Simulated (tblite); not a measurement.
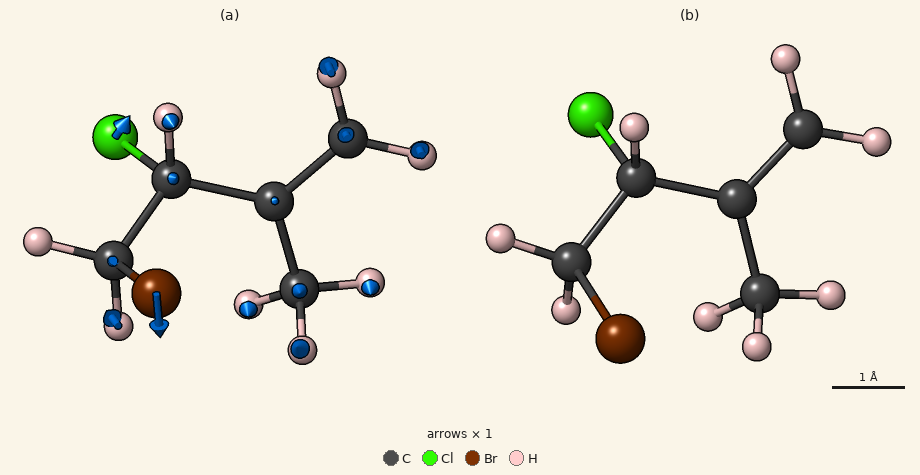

The structure of C$_{5}$H$_{8}$BrCl (charge +1, multiplicity 2) before (left) and after (right) a relaxation, at one scale. The blue arrows give the displacements, at their true length.

A ball-and-stick model, seen at a tilt.

The calculation used GFN2-xTB geometry optimisation, gas phase (tblite 0.8.0). 

What changed between the two?

Answer. The largest move after the best rigid fit is that of the Br atom, 0.78 Å. Largest moves by element: Br 0.78 Å, H 0.51 Å, Cl 0.44 Å, C 0.32 Å. Among the contacts that change: C–C 1.439 → 1.357 Å, C–Cl 1.794 → 1.821 Å, C–H 1.115 → 1.093 Å, Br–C 1.955 → 1.972 Å. Among the angles between lasting bonds that change: C–C–Cl 108.0° → 101.9°, H–C–H 108.7° → 105.3°, C–C–C 119.9° → 122.1°. Groups turn about C–C by about 25°. After 98 geometry steps the energy has fallen by 26.4 kJ/mol.
